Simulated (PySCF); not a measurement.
# HgH2(H2S): how settings move a single point

Aim: repeat the single point on relaxed HgH2(H2S) with altered settings, some of them bad on purpose. The species was built from a template and needn't be a known compound.

Method: PBE, Hg def2-SVP with ECP60, H def2-SVP, S def2-SVP; scalar-relativistic core potentials, no spin–orbit coupling; program: PySCF 2.14.0.

2 further runs of the same task are left out: 2 for a known fault of the program. Runs told in other sessions of the task aren't counted.

## 1. Where the work starts

6 atoms, charge 0, spin multiplicity 1.

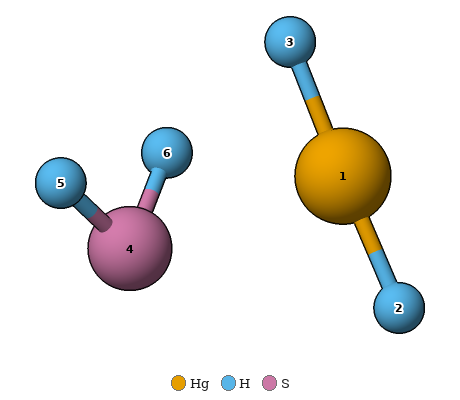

The geometry (mercury amber, hydrogen blue, sulfur pink); atoms are numbered from 1 in the order of the file.

As a file:

```mol
H4HgS
  3D, bonds by distance, orders not assigned

  6  4  0  0  0  0  0  0  0  0999 V2000
    0.4810    0.7692    0.0000 Hg  0  0
    2.0338    0.1646    0.0000 H   0  0
   -1.0532    1.4342    0.0000 H   0  0
   -1.1667   -2.2521    0.0000 S   0  0
   -1.9279   -1.6798    0.9736 H   0  0
   -1.9279   -1.6798   -0.9736 H   0  0
  1  2  8  0
  1  3  8  0
  4  5  8  0
  4  6  8  0
M  END
```

Formal oxidation states: Hg +2. An earlier session relaxed this geometry at PBE, Hg def2-SVP with ECP60, H def2-SVP, S def2-SVP (singlet, point group Cs).

The sound run used a (50, 194) grid (finer on f atoms), a threshold of 1e-8 and at most 55 cycles, and ended at -553.764879 Eh.

## 2. Altered run 1

The input, run.py (the lines that set the calculation):

```python
mol = gto.M(atom='''
Hg     0.48105     0.76916     0.00000
H      2.03378     0.16457     0.00000
H     -1.05317     1.43415     0.00000
S     -1.16672    -2.25215     0.00000
H     -1.92791    -1.67979     0.97358
H     -1.92791    -1.67979    -0.97358''',
    basis={'Hg': 'def2-SVP', 'H': 'def2-SVP', 'S': 'def2-SVP'},
    ecp={'Hg': 'def2-SVP'},
    charge=0, spin=0)
mf = dft.RKS(mol, xc='PBE')
mf.grids.atom_grid = (50, 194)
mf = mf.density_fit()  # fitting sets: Hg def2-universal-JKFIT, H def2-universal-JKFIT, S def2-universal-JKFIT
mf.conv_tol = 0.0001; mf.max_cycle = 55
mf.kernel(dm0)  # dm0: free metal ions and neutral atoms
```

On the command line:

```sh
$ OMP_NUM_THREADS=2 python run.py
```

Log:

```text
init E= -574.501307181753
  HOMO = -0.0847528471296765  LUMO = -0.00387911728632429  gap/eV = 2.20069
cycle= 1 E= -542.727327896138  delta_E= 31.8  |g|= 4.34  |ddm|= 9.12
  HOMO = -1.06237664741342  LUMO = -0.93900448963792  gap/eV = 3.35713
cycle= 2 E= -473.20091268927  delta_E= 69.5  |g|= 7.53  |ddm|= 15.6
  HOMO = -0.282224215486606  LUMO = -0.138622762728825  gap/eV = 3.90759
cycle= 3 E= -552.860059271775  delta_E= -79.7  |g|= 1.89  |ddm|= 13.3
  HOMO = -0.103818301373941  LUMO = -0.0230110110388196  gap/eV = 2.19888
cycle= 4 E= -553.283118754182  delta_E= -0.423  |g|=  1.5  |ddm|= 4.95
  HOMO = -0.254065381727784  LUMO = -0.041537561759004  gap/eV = 5.78318
cycle= 5 E= -553.754387237113  delta_E= -0.471  |g|= 0.195  |ddm|= 1.78
  HOMO = -0.227127501159058  LUMO = -0.0304972784565259  gap/eV = 5.35058
cycle= 6 E= -553.763312996242  delta_E= -0.00893  |g|= 0.0636  |ddm|= 0.282
  HOMO = -0.235726828338444  LUMO = -0.0352979572115183  gap/eV = 5.45395
cycle= 7 E= -553.764674066902  delta_E= -0.00136  |g|= 0.0257  |ddm|= 0.108
  HOMO = -0.234536650288877  LUMO = -0.0372203844462733  gap/eV = 5.36925
cycle= 8 E= -553.764850503314  delta_E= -0.000176  |g|= 0.0102  |ddm|= 0.0425
  HOMO = -0.233961664058019  LUMO = -0.037511106522002  gap/eV = 5.34569
cycle= 9 E= -553.764873613923  delta_E= -2.31e-05  |g|= 0.0044  |ddm|= 0.0163
  HOMO = -0.234269161415386  LUMO = -0.0373962608123033  gap/eV = 5.35718
Extra cycle  E= -553.764868353992  delta_E= 5.26e-06  |g|= 0.0063  |ddm|= 0.0118
converged SCF energy = -553.764868353992
```

It took 1.5 s on 2 threads of Arm Neoverse V1, shared host.

Changed: the SCF threshold (0.0001). It converges in 9 cycles, at the sound run's energy within 0.001 eV, with a largest force component of 0.04 eV/Å. The result survives the change.

## 3. Altered run 2

Changes to run.py (the lines that set the calculation) since step 2:

```diff
@@ -13,3 +13,3 @@
 mf = mf.density_fit()  # fitting sets: Hg def2-universal-JKFIT, H def2-universal-JKFIT, S def2-universal-JKFIT
-mf.conv_tol = 0.0001; mf.max_cycle = 55
+mf.conv_tol = 1e-08; mf.max_cycle = 5
 mf.kernel(dm0)  # dm0: free metal ions and neutral atoms
```

On the command line:

```sh
$ OMP_NUM_THREADS=2 python run.py
```

Log:

```text
init E= -574.501307181753
  HOMO = -0.0847528471296765  LUMO = -0.00387911728632429  gap/eV = 2.20069
cycle= 1 E= -542.727327896138  delta_E= 31.8  |g|= 4.34  |ddm|= 9.12
  HOMO = -1.06237664741342  LUMO = -0.93900448963792  gap/eV = 3.35713
cycle= 2 E= -473.20091268927  delta_E= 69.5  |g|= 7.53  |ddm|= 15.6
  HOMO = -0.282224215486606  LUMO = -0.138622762728825  gap/eV = 3.90759
cycle= 3 E= -552.860059271775  delta_E= -79.7  |g|= 1.89  |ddm|= 13.3
  HOMO = -0.103818301373941  LUMO = -0.0230110110388196  gap/eV = 2.19888
cycle= 4 E= -553.283118754182  delta_E= -0.423  |g|=  1.5  |ddm|= 4.95
  HOMO = -0.254065381727784  LUMO = -0.0415375617589695  gap/eV = 5.78318
cycle= 5 E= -553.754387237112  delta_E= -0.471  |g|= 0.195  |ddm|= 1.78
SCF not converged.
```

Run time: 0.5 s. Hardware: 2 threads of Arm Neoverse V1, shared host.

Changed: the cycle limit (5). The SCF doesn't converge: the limit ends it too early, and the default cures it.

## 4. Altered run 3

Changes to run.py (the lines that set the calculation) since step 3:

```diff
@@ -11,5 +11,5 @@
 mf = dft.RKS(mol, xc='PBE')
-mf.grids.atom_grid = (50, 194)
+mf.grids.atom_grid = (40, 110)
 mf = mf.density_fit()  # fitting sets: Hg def2-universal-JKFIT, H def2-universal-JKFIT, S def2-universal-JKFIT
-mf.conv_tol = 1e-08; mf.max_cycle = 5
+mf.conv_tol = 1e-08; mf.max_cycle = 55
 mf.kernel(dm0)  # dm0: free metal ions and neutral atoms
```

On the command line:

```sh
$ OMP_NUM_THREADS=2 python run.py
```

Log:

```text
init E= -574.501002188131
  HOMO = -0.0848211998788115  LUMO = -0.00397053984742338  gap/eV = 2.20006
cycle= 1 E= -542.725675473412  delta_E= 31.8  |g|= 4.34  |ddm|= 9.12
  HOMO = -1.06244313909632  LUMO = -0.939015050120746  gap/eV = 3.35865
cycle= 2 E= -473.199016303182  delta_E= 69.5  |g|= 7.53  |ddm|= 15.6
  HOMO = -0.282276403731483  LUMO = -0.138451481541639  gap/eV = 3.91368
cycle= 3 E= -552.859278162705  delta_E= -79.7  |g|= 1.89  |ddm|= 13.3
  HOMO = -0.103780450513943  LUMO = -0.0230792999226256  gap/eV = 2.19599
cycle= 4 E= -553.282768960822  delta_E= -0.423  |g|=  1.5  |ddm|= 4.95
  HOMO = -0.254116969133097  LUMO = -0.0415661720328306  gap/eV = 5.78380
cycle= 5 E= -553.753893498787  delta_E= -0.471  |g|= 0.195  |ddm|= 1.78
  HOMO = -0.227028543285613  LUMO = -0.0305175063705912  gap/eV = 5.34734
cycle= 6 E= -553.762833466339  delta_E= -0.00894  |g|= 0.0636  |ddm|= 0.282
  HOMO = -0.235758851314727  LUMO = -0.0352802962641053  gap/eV = 5.45530
cycle= 7 E= -553.764194890782  delta_E= -0.00136  |g|= 0.0257  |ddm|= 0.108
  HOMO = -0.23459902221996  LUMO = -0.0371995994109124  gap/eV = 5.37151
cycle= 8 E= -553.764371079984  delta_E= -0.000176  |g|= 0.0102  |ddm|= 0.0425
  HOMO = -0.234020569271655  LUMO = -0.0374911212494756  gap/eV = 5.34784
cycle= 9 E= -553.764394116822  delta_E= -2.3e-05  |g|= 0.00441  |ddm|= 0.0163
  HOMO = -0.234054813523143  LUMO = -0.0374395128030463  gap/eV = 5.35017
cycle= 10 E= -553.764399229911  delta_E= -5.11e-06  |g|= 0.000545  |ddm|= 0.00504
  HOMO = -0.234169181395415  LUMO = -0.0373939705049759  gap/eV = 5.35453
cycle= 11 E= -553.764399340851  delta_E= -1.11e-07  |g|= 0.000154  |ddm|= 0.00118
  HOMO = -0.234171251061741  LUMO = -0.0373912709409498  gap/eV = 5.35466
cycle= 12 E= -553.764399345503  delta_E= -4.65e-09  |g|= 3.31e-05  |ddm|= 0.000184
  HOMO = -0.234177463245364  LUMO = -0.0373933529527415  gap/eV = 5.35477
Extra cycle  E= -553.764399345331  delta_E= 1.73e-10  |g|= 4.35e-05  |ddm|= 0.000117
converged SCF energy = -553.764399345331
```

Wall time 1.5 s (2 threads of Arm Neoverse V1, shared host).

Changed: the integration grid, to (40, 110). It converges in 12 cycles, +0.013 eV from the sound run, with a largest force component of 0.03 eV/Å. The setting is unsound, so these numbers aren't the compound's.

## 5. Altered run 4

The input, run.py (the lines that set the calculation):

```python
mol = gto.M(atom='''
Hg     0.50510     0.80761     0.00000
H      2.13547     0.17280     0.00000
H     -1.10582     1.50586     0.00000
S     -1.22506    -2.36476     0.00000
H     -2.02430    -1.76378     1.02226
H     -2.02430    -1.76378    -1.02226''',
    basis={'Hg': 'def2-SVP', 'H': 'def2-SVP', 'S': 'def2-SVP'},
    ecp={'Hg': 'def2-SVP'},
    charge=0, spin=0)
mf = dft.RKS(mol, xc='PBE')
mf.grids.atom_grid = (50, 194)
mf = mf.density_fit()  # fitting sets: Hg def2-universal-JKFIT, H def2-universal-JKFIT, S def2-universal-JKFIT
mf.conv_tol = 1e-08; mf.max_cycle = 55
mf.kernel(dm0)  # dm0: free metal ions and neutral atoms
```

On the command line:

```sh
$ OMP_NUM_THREADS=2 python run.py
```

Log:

```text
init E= -574.377924820648
  HOMO = -0.0702148522833697  LUMO = -0.00929320731567129  gap/eV = 1.65776
cycle= 1 E= -542.412631538893  delta_E=   32  |g|=  4.4  |ddm|= 9.14
  HOMO = -1.1241413026163  LUMO = -0.976927450872694  gap/eV = 4.00589
cycle= 2 E= -472.145153647269  delta_E= 70.3  |g|= 7.37  |ddm|= 15.1
  HOMO = -0.296648275323251  LUMO = -0.143694058387772  gap/eV = 4.16210
cycle= 3 E= -552.731546381941  delta_E= -80.6  |g|= 1.96  |ddm|=   13
  HOMO = -0.0792248328604789  LUMO = -0.0509268912614764  gap/eV = 0.77003
cycle= 4 E= -553.177298063183  delta_E= -0.446  |g|= 1.43  |ddm|= 5.24
  HOMO = -0.261286558679493  LUMO = -0.0475719389743169  gap/eV = 5.81547
cycle= 5 E= -553.71937114722  delta_E= -0.542  |g|= 0.364  |ddm|= 2.19
  HOMO = -0.215677311399225  LUMO = -0.0576966000261547  gap/eV = 4.29887
cycle= 6 E= -553.753003612217  delta_E= -0.0336  |g|= 0.103  |ddm|= 0.506
  HOMO = -0.235099064254597  LUMO = -0.0399323316903369  gap/eV = 5.31076
cycle= 7 E= -553.756443849851  delta_E= -0.00344  |g|= 0.0571  |ddm|= 0.189
  HOMO = -0.234233002299701  LUMO = -0.0367553771718873  gap/eV = 5.37364
cycle= 8 E= -553.757493196451  delta_E= -0.00105  |g|= 0.0211  |ddm|= 0.0863
  HOMO = -0.23217530660046  LUMO = -0.0379150976111624  gap/eV = 5.28609
cycle= 9 E= -553.757588442025  delta_E= -9.52e-05  |g|= 0.01  |ddm|= 0.041
  HOMO = -0.231867976408146  LUMO = -0.0379561310349357  gap/eV = 5.27661
cycle= 10 E= -553.75761757784  delta_E= -2.91e-05  |g|= 0.00238  |ddm|= 0.0138
  HOMO = -0.231981122890782  LUMO = -0.0378614427835938  gap/eV = 5.28227
cycle= 11 E= -553.757619047791  delta_E= -1.47e-06  |g|= 0.000763  |ddm|= 0.00368
  HOMO = -0.232100417283  LUMO = -0.0378430859375253  gap/eV = 5.28601
cycle= 12 E= -553.757619214209  delta_E= -1.66e-07  |g|= 7.15e-05  |ddm|= 0.00103
  HOMO = -0.232102332303623  LUMO = -0.0378480295401492  gap/eV = 5.28593
cycle= 13 E= -553.757619216248  delta_E= -2.04e-09  |g|= 8.96e-06  |ddm|= 0.000173
  HOMO = -0.232102431110629  LUMO = -0.0378474041607454  gap/eV = 5.28595
Extra cycle  E= -553.757619216255  delta_E= -6.93e-12  |g|= 7.99e-06  |ddm|= 2.56e-05
converged SCF energy = -553.757619216255
```

It took 1.8 s on 2 threads of Arm Neoverse V1, shared host.

Changed: the scale of all coordinates (1.05). It converges in 13 cycles, +0.198 eV from the sound run, with a largest force component of 1.53 eV/Å. The setting is unsound, so these numbers aren't the compound's.

## 6. Altered run 5

The input, run.py (the lines that set the calculation):

```python
mol = gto.M(atom='''
Hg     0.48105     0.76916     0.00000
H      2.03378     0.16457     0.00000
H     -1.05317     1.43415     0.00000
S     -1.16672    -2.25215     0.00000
H      0.14371     0.42621     0.13634
H     -1.92791    -1.67979    -0.97358''',
    basis={'Hg': 'def2-SVP', 'H': 'def2-SVP', 'S': 'def2-SVP'},
    ecp={'Hg': 'def2-SVP'},
    charge=0, spin=0)
mf = dft.RKS(mol, xc='PBE')
mf.grids.atom_grid = (50, 194)
mf = mf.density_fit()  # fitting sets: Hg def2-universal-JKFIT, H def2-universal-JKFIT, S def2-universal-JKFIT
mf.conv_tol = 1e-08; mf.max_cycle = 89
mf.kernel(dm0)  # dm0: free metal ions and neutral atoms
```

On the command line:

```sh
$ OMP_NUM_THREADS=2 python run.py
```

Log:

```text
init E= -570.646939167588
  HOMO = -0.059659878068073  LUMO = -0.000357329482129229  gap/eV = 1.61370
cycle= 1 E= -539.453777593478  delta_E= 31.2  |g|=  4.2  |ddm|= 13.2
  HOMO = -0.824465749875586  LUMO = -0.67543846583608  gap/eV = 4.05524
cycle= 2 E= -457.454867044848  delta_E=   82  |g|= 6.82  |ddm|= 21.3
  HOMO = -0.245163365946444  LUMO = -0.194263316574932  gap/eV = 1.38506
cycle= 3 E= -539.732230168929  delta_E= -82.3  |g|= 3.55  |ddm|= 23.8
  HOMO = -0.168288642107697  LUMO = -0.134172624675584  gap/eV = 0.92834
cycle= 4 E= -548.087964295005  delta_E= -8.36  |g|= 0.862  |ddm|= 13.8
  HOMO = -0.0938817493407809  LUMO = -0.0805732710543662  gap/eV = 0.36214
cycle= 5 E= -546.911393774385  delta_E= 1.18  |g|= 1.49  |ddm|= 4.16
  HOMO = -0.256513021947492  LUMO = -0.0762781322195151  gap/eV = 4.90444
cycle= 6 E= -548.272945018618  delta_E= -1.36  |g|= 0.507  |ddm|=  3.6
  HOMO = -0.248042425753446  LUMO = -0.0750927729062055  gap/eV = 4.70620
cycle= 7 E= -548.287094160858  delta_E= -0.0141  |g|= 0.454  |ddm|= 0.314
  HOMO = -0.250142130714683  LUMO = -0.0747089677480535  gap/eV = 4.77378
cycle= 8 E= -548.281674694461  delta_E= 0.00542  |g|= 0.46  |ddm|= 0.192
  HOMO = -0.243402411435299  LUMO = -0.0811343835728124  gap/eV = 4.41554
cycle= 9 E= -548.294292874008  delta_E= -0.0126  |g|= 0.436  |ddm|= 0.153
  HOMO = -0.215454180884666  LUMO = -0.088820525614387  gap/eV = 3.44588
cycle= 10 E= -548.331371715414  delta_E= -0.0371  |g|= 0.335  |ddm|= 0.384
  HOMO = -0.18467483694279  LUMO = -0.0994951556626886  gap/eV = 2.31786
cycle= 11 E= -548.372562258864  delta_E= -0.0412  |g|= 0.205  |ddm|= 0.564
  HOMO = -0.15875679367286  LUMO = -0.104925496456266  gap/eV = 1.46482
cycle= 12 E= -548.394964535834  delta_E= -0.0224  |g|= 0.0598  |ddm|= 0.52
  HOMO = -0.156420969803114  LUMO = -0.104789666116727  gap/eV = 1.40496
cycle= 13 E= -548.395306945737  delta_E= -0.000342  |g|= 0.0417  |ddm|= 0.0821
  HOMO = -0.155372083913563  LUMO = -0.105538613978889  gap/eV = 1.35604
cycle= 14 E= -548.395902582982  delta_E= -0.000596  |g|= 0.0234  |ddm|= 0.0573
  HOMO = -0.154205484636773  LUMO = -0.105969661097605  gap/eV = 1.31256
cycle= 15 E= -548.396181442209  delta_E= -0.000279  |g|= 0.0092  |ddm|= 0.0466
  HOMO = -0.152979401986868  LUMO = -0.105998389903465  gap/eV = 1.27842
cycle= 16 E= -548.396228715625  delta_E= -4.73e-05  |g|= 0.00149  |ddm|= 0.0276
  HOMO = -0.153087761960174  LUMO = -0.106002211118554  gap/eV = 1.28126
cycle= 17 E= -548.396229371346  delta_E= -6.56e-07  |g|= 0.000373  |ddm|= 0.00328
  HOMO = -0.153086719112124  LUMO = -0.106022209112679  gap/eV = 1.28069
cycle= 18 E= -548.396229429639  delta_E= -5.83e-08  |g|= 3.84e-05  |ddm|= 0.00116
  HOMO = -0.153087407434138  LUMO = -0.106023216338415  gap/eV = 1.28068
cycle= 19 E= -548.396229429889  delta_E= -2.49e-10  |g|= 2.06e-05  |ddm|= 8.76e-05
  HOMO = -0.153098020852638  LUMO = -0.106021171395395  gap/eV = 1.28103
Extra cycle  E= -548.396229425685  delta_E= 4.2e-09  |g|= 8.97e-05  |ddm|= 0.00033
converged SCF energy = -548.396229425685
```

It took 2.3 s on 2 threads of Arm Neoverse V1, shared host.

Changed: one atom's place (atom 5 put 0.5 Å from the metal); the cycle limit is 89. It converges in 19 cycles, +146.088 eV from the sound run, with a largest force component of 572.88 eV/Å. The setting is unsound, so these numbers aren't the compound's.

## 7. Results

| run | changed | ending | energy change (eV) | cycles | time | usable |
| --- | --- | --- | --- | --- | --- | --- |
| 1 | the SCF threshold | converged | 0.000 | 9 | 1.5 s | yes |
| 2 | the cycle limit | not converged | – | 5 | 0.5 s | no |
| 3 | the integration grid | converged | +0.013 | 12 | 1.5 s | no |
| 4 | the scale of all coordinates | converged | +0.198 | 13 | 1.8 s | no |
| 5 | one atom's place | converged | +146.088 | 19 | 2.3 s | no |

1 of 5 altered runs gives a usable result. 3 ended normally with numbers unfit to quote.
